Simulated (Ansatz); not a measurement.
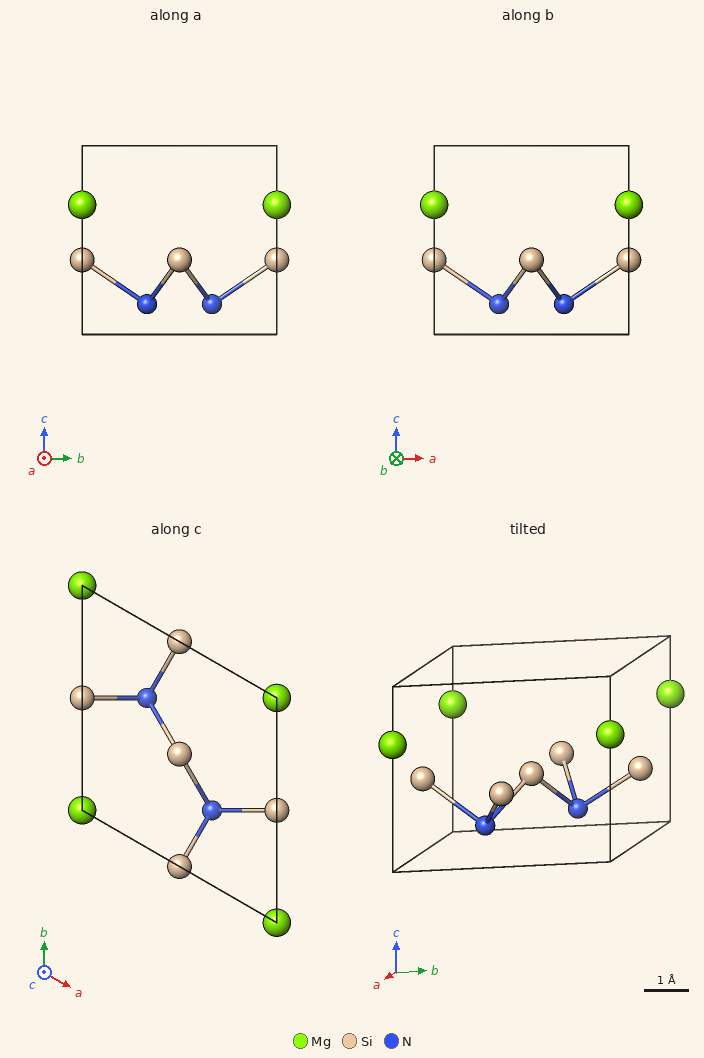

The figure gives a ball-and-stick picture of the atoms, viewed along the a axis, along the b axis, along the c axis and slightly off an axis. Lines trace the edges of the conventional unit cell.

Lattice parameters: a = 5.1880 Å, b = 5.1880 Å, c = 4.3575 Å, α = 90.000°, β = 90.000°, γ = 120.000°.

Set out the cell and atoms as a CIF with its space group and independent sites, with free fractional coordinates to two decimals.

Answer.
```cif
data_structure
_symmetry_space_group_name_H-M 'P 6 m m'
_symmetry_Int_Tables_number 183
_cell_length_a 5.1880
_cell_length_b 5.1880
_cell_length_c 4.3575
_cell_angle_alpha 90.000
_cell_angle_beta 90.000
_cell_angle_gamma 120.000
_cell_volume 101.57
loop_
_atom_site_label
_atom_site_type_symbol
_atom_site_symmetry_multiplicity
_atom_site_Wyckoff_symbol
_atom_site_fract_x
_atom_site_fract_y
_atom_site_fract_z
_atom_site_occupancy
Mg1 Mg 1 a 0.00 0.00 0.69 1
Si1 Si 3 c 0.50 0.50 0.39 1
N1 N 2 b 0.6667 0.3333 0.16 1
```

The cell started as a structure type filled with these elements by a generator (whether the compound takes this form wasn't checked). Relaxation method: DFT PBE, scalar-relativistic, plane waves, PAW (Ansatz 0.2.0).
